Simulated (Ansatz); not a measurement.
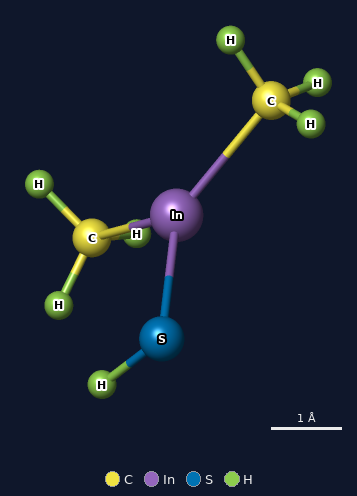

The input geometry (ball-and-stick view, seen at a tilt). Sticks mark near contacts.

**Geometry relaxation, with input and output: C2H7InS (part 1 of 2)**

The run: geometry relaxation of C2H7InS, SMILES [CH3][In]([CH3])[SH]. Method and program: RKS PBE0-D4/def2-TZVP (Ansatz 0.2.0).

The geometry: GFN2-xTB start. Figures and captions count atoms from 1; the log counts them from 0 in places.

**Input**
```yaml
crystal:
  periodic: [false, false, false]
  atoms:
    - {symbol: C, position_ang: [0.015540, 1.617660, -1.570370]}
    - {symbol: In, position_ang: [-0.226870, -0.127620, -0.189390]}
    - {symbol: C, position_ang: [0.766490, -0.651090, 1.755730]}
    - {symbol: S, position_ang: [-1.868490, -1.775730, -0.928800]}
    - {symbol: H, position_ang: [-0.817090, 1.608510, -2.271610]}
    - {symbol: H, position_ang: [0.017850, 2.548450, -1.006660]}
    - {symbol: H, position_ang: [0.953550, 1.523010, -2.115630]}
    - {symbol: H, position_ang: [1.827340, -0.817490, 1.580380]}
    - {symbol: H, position_ang: [0.319640, -1.550580, 2.176040]}
    - {symbol: H, position_ang: [0.646090, 0.177100, 2.450490]}
    - {symbol: H, position_ang: [-1.634050, -2.552220, 0.119840]}
basis:
  gaussian: {orbitals: def2-TZVP}
hamiltonian: {xc: pbe0, dispersion: d4}
relax: {f_tol: 0.005, max_steps: 150}
```

Launch command:
```bash
ansatz run in.yaml --threads 4 --pin off --events-out ev --progress --plain --max-ram 10444MiB
```

**The program's output**
```
Functional definition: PBE0
  name "PBE0"
  cite "Adamo & Barone, J. Chem. Phys. 110, 6158 (1999) doi:10.1063/1.478522"
  cite "Perdew, Burke & Ernzerhof, Phys. Rev. Lett. 77, 3865 (1996) doi:10.1103/PhysRevLett.77.3865"
  parent pbe
  parameter a = 0.25
  parameter kappa = 0.804
  parameter beta = 0.06672455060314922
  exchange = (1 - a)*pbe_x(kappa = kappa, mu = beta*pi^2/3) + a*exact_x
  correlation = pbe_c(beta = beta)
1420 factors; their error is unknown
mean field evaluation 1: about -18180.2825 eV, gradient 7.3e1 eV
mean field evaluation 2: about -18173.3349 eV, gradient 8.4e1 eV
mean field evaluation 4: about -18192.9032 eV, gradient 3.9e0 eV
mean field evaluation 8: about -18192.9320 eV, gradient 5.6e-2 eV
mean field evaluation 16: about -18192.9881 eV, gradient 1.8e-4 eV
mean field -18192.98810422 eV, -668.5799811797 hartree, gradient 2.1e-5 eV, S^2 0.000000; 0 other end points of the search recorded, 0 dependent functions left out
the calculation of the forces begins
reference -18192.98814375 eV, -668.5799826326 hartree; 28, 28 occupied and 163, 163 virtual orbitals, 1420 factors
relax step   1: F+E_penalty+E_count = -18193.16147935 eV  Δ(F+E_penalty+E_count) = +0.000e0 eV  max|allowed force component| = 8.152e-1 eV/Å  Δτ_max = 0.0000 Å  (28 SCF iters, accepted)
these checks for a lower state are left out or cut short: starts, cluster_reference, orbital_swaps, neighbouring_geometries, increment
1420 factors; their error is unknown
mean field -18193.05108838 eV, -668.5822958050 hartree, gradient 1.3e-5 eV, S^2 0.000000; 0 other end points of the search recorded, 0 dependent functions left out
[... from here on the field's lines of each further geometry are left out, up to the last ...]
relax step   2: F+E_penalty+E_count = -18193.23092329 eV  Δ(F+E_penalty+E_count) = -6.944e-2 eV  max|allowed force component| = 3.143e-1 eV/Å  Δτ_max = 0.1563 Å  (29 SCF iters, accepted)
relax step   3: F+E_penalty+E_count = -18193.25371205 eV  Δ(F+E_penalty+E_count) = -2.279e-2 eV  max|allowed force component| = 5.807e-1 eV/Å  Δτ_max = 0.1839 Å  (30 SCF iters, accepted)
relax step   4: F+E_penalty+E_count = -18193.27263373 eV  Δ(F+E_penalty+E_count) = -1.892e-2 eV  max|allowed force component| = 5.597e-2 eV/Å  Δτ_max = 0.0723 Å  (29 SCF iters, accepted)
relax step   5: F+E_penalty+E_count = -18193.27334168 eV  Δ(F+E_penalty+E_count) = -7.079e-4 eV  max|allowed force component| = 3.205e-2 eV/Å  Δτ_max = 0.0157 Å  (30 SCF iters, accepted)
relax step   6: F+E_penalty+E_count = -18193.27345904 eV  Δ(F+E_penalty+E_count) = -1.174e-4 eV  max|allowed force component| = 3.571e-3 eV/Å  Δτ_max = 0.0062 Å  (31 SCF iters, accepted)
relax step   7: F+E_penalty+E_count = -18193.27347990 eV  Δ(F+E_penalty+E_count) = -2.086e-5 eV  max|allowed force component| = 5.055e-3 eV/Å  Δτ_max = 0.0052 Å  (29 SCF iters, accepted)
relax step   8: F+E_penalty+E_count = -18193.27348988 eV  Δ(F+E_penalty+E_count) = -9.978e-6 eV  max|allowed force component| = 3.141e-3 eV/Å  Δτ_max = 0.0056 Å  (30 SCF iters, accepted)
relax step   9: F+E_penalty+E_count = -18193.27349721 eV  Δ(F+E_penalty+E_count) = -7.335e-6 eV  max|allowed force component| = 2.332e-3 eV/Å  Δτ_max = 0.0051 Å  (31 SCF iters, accepted)
relax step  10: F+E_penalty+E_count = -18193.27351753 eV  Δ(F+E_penalty+E_count) = -2.031e-5 eV  max|allowed force component| = 1.802e-2 eV/Å  Δτ_max = 0.0243 Å  (28 SCF iters, accepted)
relax step  11: F+E_penalty+E_count = -18193.27353347 eV  Δ(F+E_penalty+E_count) = -1.595e-5 eV  max|allowed force component| = 2.242e-2 eV/Å  Δτ_max = 0.0136 Å  (30 SCF iters, accepted)
relax step  12: F+E_penalty+E_count = -18193.27356004 eV  Δ(F+E_penalty+E_count) = -2.657e-5 eV  max|allowed force component| = 2.698e-2 eV/Å  Δτ_max = 0.0164 Å  (29 SCF iters, accepted)
relax step  13: F+E_penalty+E_count = -18193.27356505 eV  Δ(F+E_penalty+E_count) = -5.010e-6 eV  max|allowed force component| = 2.806e-2 eV/Å  Δτ_max = 0.0137 Å  (29 SCF iters, accepted)
relax step  14: F+E_penalty+E_count = -18193.27363095 eV  Δ(F+E_penalty+E_count) = -6.590e-5 eV  max|allowed force component| = 2.573e-2 eV/Å  Δτ_max = 0.0101 Å  (30 SCF iters, accepted)
relax step  15: F+E_penalty+E_count = -18193.27369315 eV  Δ(F+E_penalty+E_count) = -6.220e-5 eV  max|allowed force component| = 2.006e-2 eV/Å  Δτ_max = 0.0172 Å  (29 SCF iters, accepted)
relax step  16: F+E_penalty+E_count = -18193.27377734 eV  Δ(F+E_penalty+E_count) = -8.419e-5 eV  max|allowed force component| = 3.359e-2 eV/Å  Δτ_max = 0.0429 Å  (28 SCF iters, accepted)
relax step  17: F+E_penalty+E_count = -18193.27382794 eV  Δ(F+E_penalty+E_count) = -5.060e-5 eV  max|allowed force component| = 3.834e-2 eV/Å  Δτ_max = 0.0167 Å  (30 SCF iters, accepted)
relax step  18: F+E_penalty+E_count = -18193.27400459 eV  Δ(F+E_penalty+E_count) = -1.767e-4 eV  max|allowed force component| = 1.098e-2 eV/Å  Δτ_max = 0.0379 Å  (28 SCF iters, accepted)
relax step  19: F+E_penalty+E_count = -18193.27343627 eV  Δ(F+E_penalty+E_count) = +5.683e-4 eV  max|allowed force component| = 1.055e-1 eV/Å  Δτ_max = 0.0851 Å  (28 SCF iters, rejected (line search))
relax step  20: F+E_penalty+E_count = -18193.27410538 eV  Δ(F+E_penalty+E_count) = -1.008e-4 eV  max|allowed force component| = 1.029e-2 eV/Å  Δτ_max = 0.0249 Å  (29 SCF iters, accepted)
relax step  21: F+E_penalty+E_count = -18193.27373735 eV  Δ(F+E_penalty+E_count) = +3.680e-4 eV  max|allowed force component| = 1.135e-1 eV/Å  Δτ_max = 0.0961 Å  (29 SCF iters, rejected (line search))
relax step  22: F+E_penalty+E_count = -18193.27421307 eV  Δ(F+E_penalty+E_count) = -1.077e-4 eV  max|allowed force component| = 1.153e-2 eV/Å  Δτ_max = 0.0348 Å  (28 SCF iters, accepted)
relax step  23: F+E_penalty+E_count = -18193.27405969 eV  Δ(F+E_penalty+E_count) = +1.534e-4 eV  max|allowed force component| = 6.464e-2 eV/Å  Δτ_max = 0.0488 Å  (28 SCF iters, rejected (line search))
relax step  24: F+E_penalty+E_count = -18193.27434117 eV  Δ(F+E_penalty+E_count) = -1.281e-4 eV  max|allowed force component| = 5.930e-3 eV/Å  Δτ_max = 0.0236 Å  (29 SCF iters, accepted)
relax step  25: F+E_penalty+E_count = -18193.27439690 eV  Δ(F+E_penalty+E_count) = -5.573e-5 eV  max|allowed force component| = 2.552e-2 eV/Å  Δτ_max = 0.0244 Å  (29 SCF iters, accepted)
relax step  26: F+E_penalty+E_count = -18193.27443184 eV  Δ(F+E_penalty+E_count) = -3.493e-5 eV  max|allowed force component| = 5.927e-2 eV/Å  Δτ_max = 0.0366 Å  (28 SCF iters, accepted)
relax step  27: F+E_penalty+E_count = -18193.27453007 eV  Δ(F+E_penalty+E_count) = -9.824e-5 eV  max|allowed force component| = 3.297e-2 eV/Å  Δτ_max = 0.0029 Å  (30 SCF iters, accepted)
relax step  28: F+E_penalty+E_count = -18193.27463921 eV  Δ(F+E_penalty+E_count) = -1.091e-4 eV  max|allowed force component| = 6.257e-3 eV/Å  Δτ_max = 0.0130 Å  (30 SCF iters, accepted)
relax step  29: F+E_penalty+E_count = -18193.27479257 eV  Δ(F+E_penalty+E_count) = -1.534e-4 eV  max|allowed force component| = 1.196e-2 eV/Å  Δτ_max = 0.0429 Å  (28 SCF iters, accepted)
relax step  30: F+E_penalty+E_count = -18193.26554344 eV  Δ(F+E_penalty+E_count) = +9.249e-3 eV  max|allowed force component| = 3.654e-1 eV/Å  Δτ_max = 0.1768 Å  (29 SCF iters, rejected (line search))
relax step  31: F+E_penalty+E_count = -18193.27488062 eV  Δ(F+E_penalty+E_count) = -8.805e-5 eV  max|allowed force component| = 1.026e-2 eV/Å  Δτ_max = 0.0174 Å  (29 SCF iters, accepted)
relax step  32: F+E_penalty+E_count = -18193.27473869 eV  Δ(F+E_penalty+E_count) = +1.419e-4 eV  max|allowed force component| = 8.368e-2 eV/Å  Δτ_max = 0.0822 Å  (29 SCF iters, rejected (line search))
relax step  33: F+E_penalty+E_count = -18193.27502397 eV  Δ(F+E_penalty+E_count) = -1.434e-4 eV  max|allowed force component| = 1.139e-2 eV/Å  Δτ_max = 0.0405 Å  (28 SCF iters, accepted)
relax step  34: F+E_penalty+E_count = -18193.27485896 eV  Δ(F+E_penalty+E_count) = +1.650e-4 eV  max|allowed force component| = 4.280e-2 eV/Å  Δτ_max = 0.0471 Å  (29 SCF iters, rejected (line search))
relax step  35: F+E_penalty+E_count = -18193.27513864 eV  Δ(F+E_penalty+E_count) = -1.147e-4 eV  max|allowed force component| = 1.075e-2 eV/Å  Δτ_max = 0.0230 Å  (30 SCF iters, accepted)
relax step  36: F+E_penalty+E_count = -18193.27511826 eV  Δ(F+E_penalty+E_count) = +2.037e-5 eV  max|allowed force component| = 2.500e-2 eV/Å  Δτ_max = 0.0231 Å  (30 SCF iters, rejected (line search))
the calculation of the forces begins
reference -18193.09706644 eV, -668.5839854674 hartree; 28, 28 occupied and 163, 163 virtual orbitals, 1420 factors
relax step  37: F+E_penalty+E_count = -18193.27520392 eV  Δ(F+E_penalty+E_count) = -6.528e-5 eV  max|allowed force component| = 3.023e-3 eV/Å  Δτ_max = 0.0114 Å  (30 SCF iters, accepted)
1420 factors; their error is unknown
mean field evaluation 288: about -18193.0970 eV, gradient 3.5e-2 eV
```

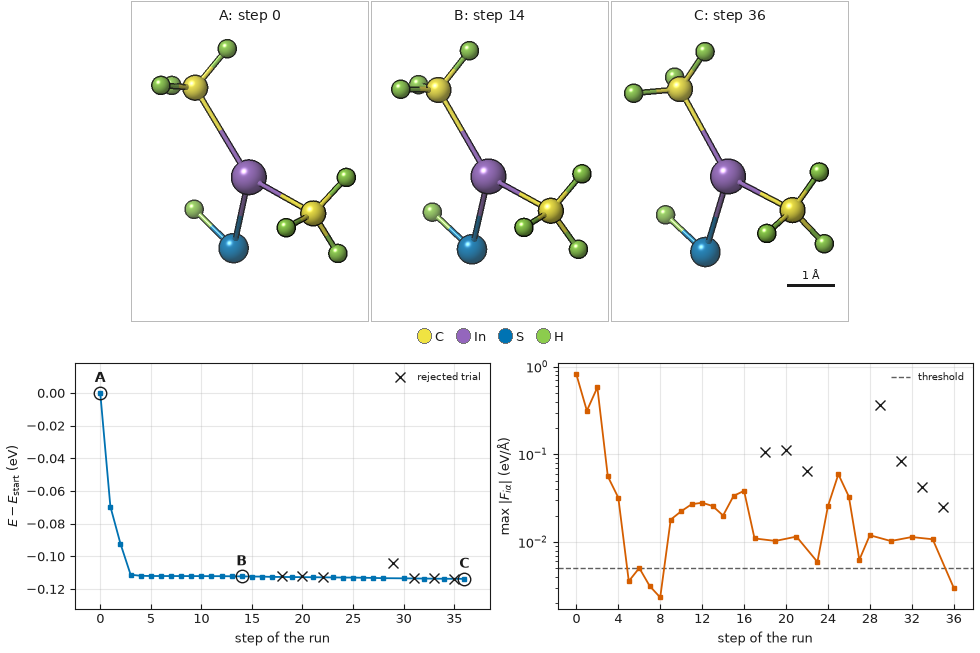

Frames of the relaxation (ball-and-stick view, seen at a tilt) above the curves, on which the letters mark them (the first geometry is step 0 here and step 1 in the log).

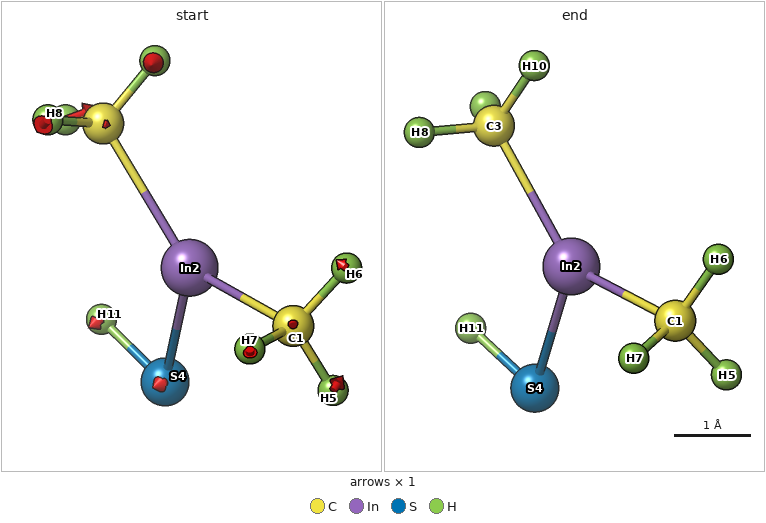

Before (left) and after (right) the relaxation, at one scale (ball-and-stick view, seen at a tilt). The red arrows give the displacements, at true length. H9 moves most after the best rigid fit: 0.53 Å. By element the largest moves are H 0.53 Å, S 0.27 Å, C 0.11 Å, In 0.03 Å. Among the contacts that change: In2–C3 2.246 → 2.147 Å, C1–In2 2.239 → 2.145 Å, In2–S4 2.441 → 2.410 Å, S4–H11 1.326 → 1.343 Å. Among the angles that change: In2–S4–H11 92.1° → 94.6°, In2–C3–H10 109.1° → 111.2°, In2–C1–H5 107.9° → 109.9°. The energy falls by 0.114 eV in 36 geometry steps. Largest force component: 0.82 eV/Å at the start, 0.003 eV/Å at the end. The line search rejected the trial steps at points 18, 20, 22, 29, 31, 33, 35 (counted from 0) and went back. (Atoms are counted from 1 in the order of the input.)

```
mean field -18193.09702653 eV, -668.5839840008 hartree, gradient 2.0e-5 eV, S^2 0.000000; 1 other end points of the search recorded, 0 dependent functions left out
the calculation of the forces begins
reference -18193.09706644 eV, -668.5839854674 hartree; 28, 28 occupied and 163, 163 virtual orbitals, 1420 factors
Total energy: -18193.27524383 eV, -668.5905333657 hartree
Atom 0 at    -0.029814     1.578992    -1.472434 Å, force    -0.000218    -0.001134    -0.000004 eV/Å
Atom 1 at    -0.195689    -0.124874    -0.179387 Å, force    -0.000165    -0.000197     0.000955 eV/Å
Atom 2 at     0.706579    -0.571441     1.717467 Å, force     0.002294     0.003023    -0.000622 eV/Å
Atom 3 at    -1.639057    -1.842905    -1.059628 Å, force     0.000276    -0.000232    -0.000805 eV/Å
Atom 4 at    -0.951156     1.705515    -2.040961 Å, force    -0.001023     0.000555    -0.000416 eV/Å
Atom 5 at     0.174376     2.486681    -0.904058 Å, force     0.000249     0.000663     0.000843 eV/Å
Atom 6 at     0.790316     1.419080    -2.175434 Å, force     0.000189    -0.000153    -0.000757 eV/Å
Atom 7 at     1.606890    -1.167662     1.554850 Å, force    -0.000470    -0.001338     0.000114 eV/Å
Atom 8 at     0.016381    -1.150540     2.331409 Å, force    -0.001986    -0.000156     0.002066 eV/Å
Atom 9 at     0.984880     0.340155     2.246931 Å, force    -0.000034    -0.001619    -0.001174 eV/Å
Atom 10 at    -1.463706    -2.672999    -0.018734 Å, force     0.000888     0.000588    -0.000201 eV/Å
Dipole moment:     0.333005     0.280146     0.294899 e Å
```

**Trajectory as extended XYZ (Å, eV, eV/Å), 20 of the 37 frames kept, from step=1 to step=37**
```
11
Properties=species:S:1:pos:R:3:forces:R:3 step=1 energy=-18193.16148
C     0.0155    1.6177   -1.5704   -0.1598  -0.7466   0.5524
In   -0.2269   -0.1276   -0.1894    0.2917   0.2381   0.1603
C     0.7665   -0.6511    1.7557   -0.4286   0.2175  -0.8152
S    -1.8685   -1.7757   -0.9288    0.1722   0.5299  -0.2688
H    -0.8171    1.6085   -2.2716   -0.0129   0.0036  -0.0173
H     0.0179    2.5484   -1.0067    0.0084   0.0256   0.0559
H     0.9536    1.5230   -2.1156    0.0479  -0.0302   0.0026
H     1.8273   -0.8175    1.5804    0.0854   0.0000  -0.0300
H     0.3196   -1.5506    2.1760   -0.0489  -0.0116  -0.0574
H     0.6461    0.1771    2.4505   -0.0040   0.0821   0.0506
H    -1.6341   -2.5522    0.1198    0.0485  -0.3083   0.3669
11
Properties=species:S:1:pos:R:3:forces:R:3 step=3 energy=-18193.25371
C     0.0043    1.5328   -1.4964    0.0255   0.0234   0.0421
In   -0.2143   -0.1321   -0.1689   -0.0442   0.0699  -0.1333
C     0.7507   -0.6038    1.6855   -0.0897  -0.0892  -0.0023
S    -1.8417   -1.7114   -0.9782    0.1769  -0.3313   0.5807
H    -0.8113    1.5565   -2.2179   -0.0021  -0.0107   0.0057
H     0.0143    2.4606   -0.9247    0.0214   0.0679  -0.0392
H     0.9511    1.4432   -2.0307    0.0230   0.0439  -0.0305
H     1.8147   -0.7694    1.5142    0.0323  -0.0056   0.0159
H     0.3106   -1.5056    2.1140    0.0512   0.0447   0.0167
H     0.6365    0.2234    2.3867    0.0118   0.0055   0.0227
H    -1.6150   -2.4941    0.1162   -0.2062   0.1816  -0.4786
11
Properties=species:S:1:pos:R:3:forces:R:3 step=5 energy=-18193.27334
C     0.0113    1.5486   -1.4983   -0.0010  -0.0213   0.0247
In   -0.2134   -0.1248   -0.1720   -0.0235   0.0002  -0.0321
C     0.7510   -0.5998    1.6859    0.0077  -0.0057   0.0180
S    -1.8317   -1.7351   -0.9484    0.0132   0.0115   0.0069
H    -0.8069    1.5704   -2.2173   -0.0027  -0.0003  -0.0007
H     0.0247    2.4829   -0.9354    0.0063   0.0061  -0.0085
H     0.9548    1.4605   -2.0403    0.0029   0.0092  -0.0013
H     1.8155   -0.7745    1.5178   -0.0021   0.0002  -0.0027
H     0.3101   -1.4951    2.1238    0.0033   0.0038   0.0002
H     0.6502    0.2294    2.3884   -0.0016   0.0006  -0.0043
H    -1.6656   -2.5626    0.0959   -0.0026  -0.0042  -0.0002
```
